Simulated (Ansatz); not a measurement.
# Geometry relaxation, with input and output: C3H6FNSi (part 1 of 2)

The run: geometry relaxation of C3H6FNSi. Method and program: RKS BLYP/STO-3G (Ansatz 0.2.0).

It belongs to a series of runs on one base structure; here: start relaxed. Figures and captions count atoms from 1; the log counts them from 0 in places.

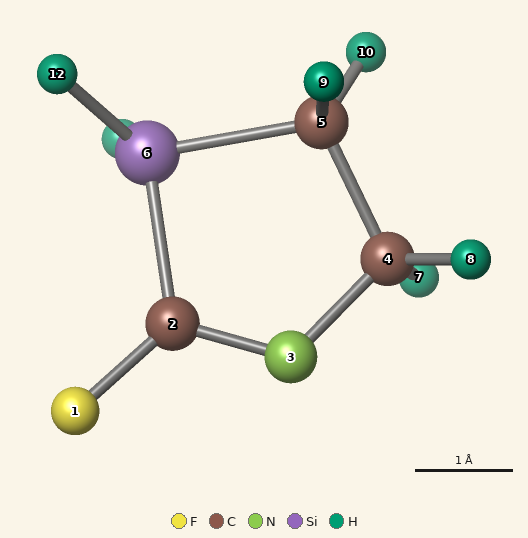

Figure 1. The starting structure (ball-and-stick view, seen at a tilt; atoms are numbered from 1 in the order of the input). Bond lengths as drawn: C–C 1.57 Å, C–F 1.38 Å, C–H 1.07 to 1.15 Å, C–N 1.28 to 1.46 Å, C–Si 1.88 Å and H–Si 1.49 to 1.50 Å.

### Input file
```yaml
crystal:
  periodic: [false, false, false]
  atoms:
    - { symbol: F, position_ang: [0.7094, -2.5292, 1.2482] }
    - { symbol: C, position_ang: [0.4392, -1.3648, 0.5493] }
    - { symbol: "N", position_ang: [1.2987, -0.9153, -0.2925] }
    - { symbol: C, position_ang: [0.9374, 0.3204, -0.983] }
    - { symbol: C, position_ang: [-0.1947, 1.0529, -0.171] }
    - { symbol: Si, position_ang: [-1.0951, -0.3073, 0.7641] }
    - { symbol: H, position_ang: [0.4838, 0.0175, -1.9518] }
    - { symbol: H, position_ang: [1.7571, 0.9843, -1.1771] }
    - { symbol: H, position_ang: [0.2978, 1.7311, 0.6176] }
    - { symbol: H, position_ang: [-0.8509, 1.666, -0.7612] }
    - { symbol: H, position_ang: [-2.2886, -0.7984, 0.0154] }
    - { symbol: H, position_ang: [-1.417, 0.0877, 2.176] }
basis:
  gaussian: { orbitals: STO-3G }
hamiltonian:
  xc: blyp
relax:
  f_tol: 0.02
  max_steps: 40
output:
  orbitals: {}
```

Hardware: 1 thread of Arm Neoverse V1, 24 GiB of memory available, shared host.

Run as:
```bash
ansatz run input.yaml --threads 1 --pin off --max-ram 2048MiB --backend cpu --events-out ev --progress --plain --runs-dir out
```

### Log
```
The last accepted step is kept in [file] (removed where the run ends without a failure and the disk answers)
Engine: ansatz 0.2.0, aarch64-unknown-linux-gnu
Functional definition: BLYP
  parameter beta = 0.0042
  parameter a = 0.04918
  parameter b = 0.132
  parameter c = 0.2533
  parameter d = 0.349
  exchange = b88_x(beta = beta)
  correlation = lyp_c(a = a, b = b, c = c, d = d)
593 factors; integrals over basis functions are off by at most 1.4e-5 eV
mean field evaluation 1: about -15096.4696 eV, gradient 3.2e1 eV
mean field evaluation 2: about -15076.7092 eV, gradient 9.0e1 eV
mean field evaluation 4: about -15099.6749 eV, gradient 5.9e0 eV
mean field evaluation 8: about -15099.6433 eV, gradient 9.1e-2 eV
mean field evaluation 16: about -15099.6434 eV, gradient 9.1e-6 eV
mean field -15099.64335350 eV, -554.9016583354 hartree, gradient 9.1e-6 eV, S^2 0.000000; 0 other end points of the search recorded, 0 dependent functions left out
the calculation of the forces begins
reference -15099.64360165 eV, -554.9016674546 hartree; 27, 27 occupied and 13, 13 virtual orbitals, 593 factors
relax step   1: F+E_penalty+E_count = -15099.64335350 eV  Δ(F+E_penalty+E_count) = +0.000e0 eV  max|allowed force component| = 4.129e0 eV/Å  Δτ_max = 0.0000 Å  (25 SCF iters, accepted)
these checks for a lower state are left out or cut short: starts, cluster_reference, orbital_swaps, neighbouring_geometries, increment
593 factors; integrals over basis functions are off by at most 1.4e-5 eV
mean field -15100.09761854 eV, -554.9183522675 hartree, gradient 1.2e-5 eV, S^2 0.000000; 0 other end points of the search recorded, 0 dependent functions left out
[... from here on the field's lines of each further geometry are left out, up to the last ...]
relax step   2: F+E_penalty+E_count = -15100.09761854 eV  Δ(F+E_penalty+E_count) = -4.543e-1 eV  max|allowed force component| = 1.626e0 eV/Å  Δτ_max = 0.1200 Å  (28 SCF iters, accepted)
relax step   3: F+E_penalty+E_count = -15100.17574075 eV  Δ(F+E_penalty+E_count) = -7.812e-2 eV  max|allowed force component| = 3.662e-1 eV/Å  Δτ_max = 0.0703 Å  (28 SCF iters, accepted)
relax step   4: F+E_penalty+E_count = -15100.18514650 eV  Δ(F+E_penalty+E_count) = -9.406e-3 eV  max|allowed force component| = 2.182e-1 eV/Å  Δτ_max = 0.0563 Å  (28 SCF iters, accepted)
relax step   5: F+E_penalty+E_count = -15100.18996358 eV  Δ(F+E_penalty+E_count) = -4.817e-3 eV  max|allowed force component| = 1.175e-1 eV/Å  Δτ_max = 0.0213 Å  (29 SCF iters, accepted)
relax step   6: F+E_penalty+E_count = -15100.19162408 eV  Δ(F+E_penalty+E_count) = -1.661e-3 eV  max|allowed force component| = 1.879e-1 eV/Å  Δτ_max = 0.1005 Å  (27 SCF iters, accepted)
relax step   7: F+E_penalty+E_count = -15100.18360857 eV  Δ(F+E_penalty+E_count) = +8.016e-3 eV  max|allowed force component| = 3.024e-1 eV/Å  Δτ_max = 0.0489 Å  (28 SCF iters, rejected (line search))
relax step   8: F+E_penalty+E_count = -15100.19695492 eV  Δ(F+E_penalty+E_count) = -5.331e-3 eV  max|allowed force component| = 8.309e-2 eV/Å  Δτ_max = 0.0238 Å  (29 SCF iters, accepted)
relax step   9: F+E_penalty+E_count = -15100.19851093 eV  Δ(F+E_penalty+E_count) = -1.556e-3 eV  max|allowed force component| = 2.965e-2 eV/Å  Δτ_max = 0.0362 Å  (28 SCF iters, accepted)
relax step  10: F+E_penalty+E_count = -15100.19944128 eV  Δ(F+E_penalty+E_count) = -9.304e-4 eV  max|allowed force component| = 8.769e-2 eV/Å  Δτ_max = 0.0721 Å  (27 SCF iters, accepted)
relax step  11: F+E_penalty+E_count = -15100.19982537 eV  Δ(F+E_penalty+E_count) = -3.841e-4 eV  max|allowed force component| = 4.281e-2 eV/Å  Δτ_max = 0.0100 Å  (22 SCF iters, accepted)
relax step  12: F+E_penalty+E_count = -15100.19984594 eV  Δ(F+E_penalty+E_count) = -2.058e-5 eV  max|allowed force component| = 5.655e-2 eV/Å  Δτ_max = 0.0253 Å  (29 SCF iters, accepted)
the calculation of the forces begins
reference -15100.20052542 eV, -554.9221340256 hartree; 27, 27 occupied and 13, 13 virtual orbitals, 593 factors
relax step  13: F+E_penalty+E_count = -15100.20028160 eV  Δ(F+E_penalty+E_count) = -4.357e-4 eV  max|allowed force component| = 1.338e-2 eV/Å  Δτ_max = 0.0122 Å  (29 SCF iters, accepted)
```

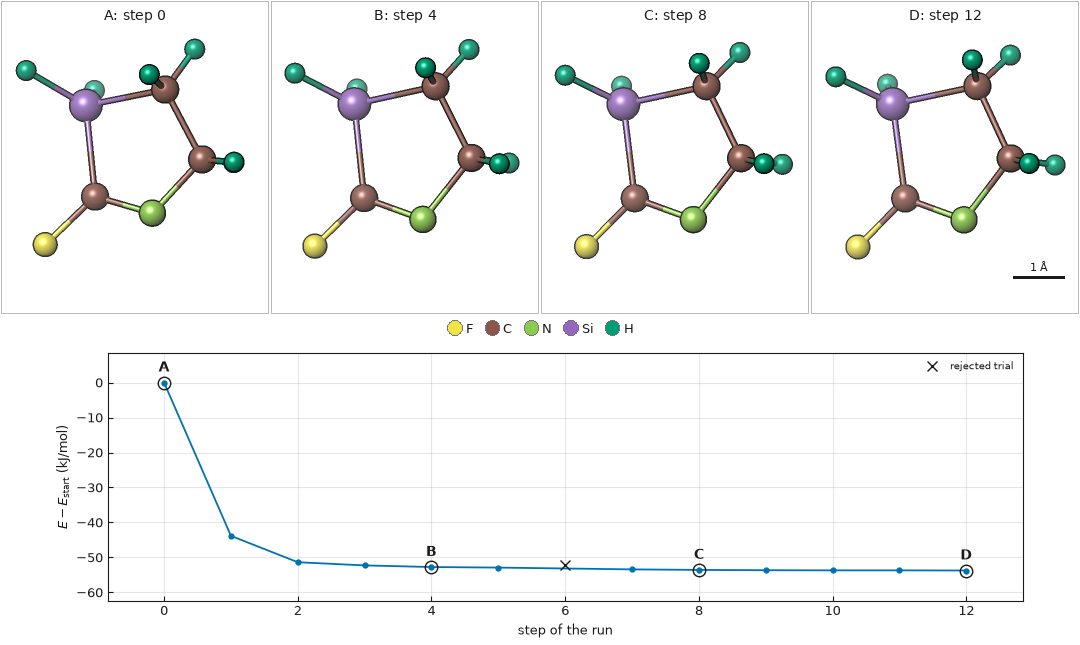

Figure 2. Frames of the relaxation (ball-and-stick view, seen at a tilt) above the curves, on which the letters mark them (the first geometry is step 0 here and step 1 in the log).

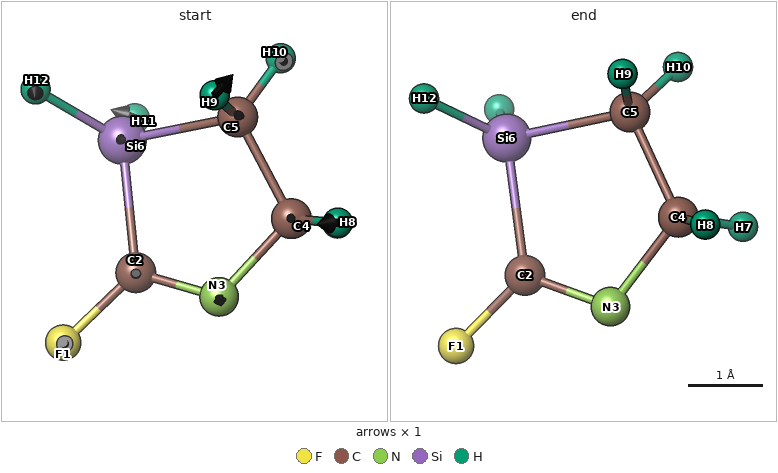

Figure 3. Before (left) and after (right) the relaxation, at one scale (ball-and-stick view, seen at a tilt). The black arrows give the displacements, at true length. The energy falls by 53.7 kJ/mol in 12 geometry steps. The largest force component goes from 4.1 to 0.013 eV/Å. The line search rejected the trial step at point 6 (counted from 0) and went back. H9 moves most after the best rigid fit: 0.43 Å. Largest moves by element: H 0.43 Å, F 0.30 Å, N 0.16 Å, C 0.13 Å, Si 0.11 Å. Among the contacts that change: N3–C4 1.461 → 1.559 Å, C2–N3 1.284 → 1.346 Å, C5–H9 1.151 → 1.107 Å, Si6–H12 1.501 → 1.458 Å. Among the angles that change: N3–C4–H8 114.8° → 106.5°, C2–N3–C4 116.1° → 109.5°, N3–C4–C5 109.1° → 115.7°. (Atoms are counted from 1 in the order of the input.)

```
593 factors; integrals over basis functions are off by at most 1.6e-5 eV
mean field -15100.20028160 eV, -554.9221250655 hartree, gradient 8.9e-6 eV, S^2 0.000000; 1 other end points of the search recorded, 0 dependent functions left out
the calculation of the forces begins
reference -15100.20052542 eV, -554.9221340256 hartree; 27, 27 occupied and 13, 13 virtual orbitals, 593 factors
Total energy: -15100.20052542 eV, -554.9221340256 hartree
Atom 0 at     0.538338    -2.704781     1.060859 Å, force     0.000946     0.004657    -0.001354 eV/Å
Atom 1 at     0.383450    -1.451775     0.491871 Å, force    -0.004045     0.004153    -0.002964 eV/Å
Atom 2 at     1.328620    -1.051773    -0.379658 Å, force    -0.009961    -0.004201     0.006176 eV/Å
Atom 3 at     0.969522     0.364149    -0.923279 Å, force    -0.004494     0.010316     0.001512 eV/Å
Atom 4 at    -0.295798     1.070006    -0.240669 Å, force     0.002608    -0.011618    -0.004097 eV/Å
Atom 5 at    -1.063674    -0.260267     0.863270 Å, force     0.013377    -0.004756    -0.006544 eV/Å
Atom 6 at     0.800238     0.243234    -2.020290 Å, force    -0.000536    -0.003900    -0.006199 eV/Å
Atom 7 at     1.884487     0.991325    -0.803385 Å, force     0.004614     0.001982     0.004736 eV/Å
Atom 8 at     0.041262     1.945742     0.346411 Å, force     0.003201     0.007915     0.002309 eV/Å
Atom 9 at    -0.985200     1.440721    -1.023436 Å, force     0.000247    -0.002891     0.003395 eV/Å
Atom 10 at    -2.352258    -0.755018     0.394201 Å, force    -0.005762    -0.003450    -0.000215 eV/Å
Atom 11 at    -1.171887     0.113338     2.268106 Å, force    -0.000193     0.001794     0.003246 eV/Å
Dipole moment:    -0.403542     0.272889     0.130848 e Å
```

### Trajectory as extended XYZ (Å, eV, eV/Å), 13 frames, from step=1 to step=13
```
12
Properties=species:S:1:pos:R:3:forces:R:3 step=1 energy=-15099.64335
F     0.7094   -2.5292    1.2482    0.1322  -0.2218  -0.0743
C     0.4392   -1.3648    0.5493   -1.8466  -1.0846   1.8708
N     1.2987   -0.9153   -0.2925    4.1288  -1.4278  -1.0786
C     0.9374    0.3204   -0.9830   -3.0594   0.4831  -0.5062
C    -0.1947    1.0529   -0.1710    0.6267   1.0912   2.2899
Si   -1.0951   -0.3073    0.7641   -1.2996   0.4326   0.6466
H     0.4838    0.0175   -1.9518    0.2232   0.0618  -0.4915
H     1.7571    0.9843   -1.1771    1.6206   0.7092  -0.2178
H     0.2978    1.7311    0.6176   -0.5670  -0.6688  -1.0903
H    -0.8509    1.6660   -0.7612   -0.5359   0.8265  -0.9773
H    -2.2886   -0.7984    0.0154    0.5244   0.1623   0.5338
H    -1.4170    0.0877    2.1760    0.0525  -0.3636  -0.9052
12
Properties=species:S:1:pos:R:3:forces:R:3 step=2 energy=-15100.09762
F     0.6775   -2.6198    1.1959    0.0334   0.2881  -0.0870
C     0.4509   -1.3994    0.5694   -0.9474  -0.3441   0.6730
N     1.3499   -0.9517   -0.2871    1.6259  -0.8994  -0.4405
C     0.9055    0.3191   -0.9647   -0.6033   0.9622  -0.5825
C    -0.2282    1.1076   -0.1662    0.1243   0.0756   0.4877
Si   -1.0792   -0.2858    0.7940   -0.5864   0.1648   0.1892
H     0.5300    0.0353   -1.9835    0.0061   0.0258   0.1164
H     1.7864    0.9716   -1.1314    0.3098   0.0567   0.0329
H     0.2583    1.8185    0.5456   -0.1122  -0.2180  -0.2169
H    -0.8621    1.7124   -0.8392   -0.0877  -0.1027  -0.1370
H    -2.2736   -0.8106    0.1309    0.1280   0.0120   0.0074
H    -1.4382    0.0476    2.1702    0.1097  -0.0211  -0.0426
12
Properties=species:S:1:pos:R:3:forces:R:3 step=3 energy=-15100.17574
F     0.6638   -2.5983    1.2268   -0.0615   0.1598  -0.2090
C     0.4241   -1.4128    0.5434    0.0901   0.0539   0.1550
N     1.3643   -0.9977   -0.3306    0.0907  -0.3662   0.2153
C     0.9173    0.3389   -0.9716   -0.1431   0.2260  -0.2603
C    -0.2367    1.0976   -0.1610   -0.0283   0.0464  -0.2678
Si   -1.1002   -0.2788    0.8117    0.1852  -0.0610  -0.1811
H     0.5580    0.0954   -2.0069    0.0452   0.0403   0.1402
H     1.8331    0.9756   -1.0933   -0.1975  -0.1027   0.1166
H     0.2335    1.8254    0.5249    0.0062   0.0905   0.0807
H    -0.8803    1.6681   -0.8663    0.0600  -0.1242   0.1385
H    -2.2890   -0.8099    0.1623   -0.0748   0.0108  -0.0351
H    -1.4107    0.0415    2.1947    0.0278   0.0264   0.1070
```
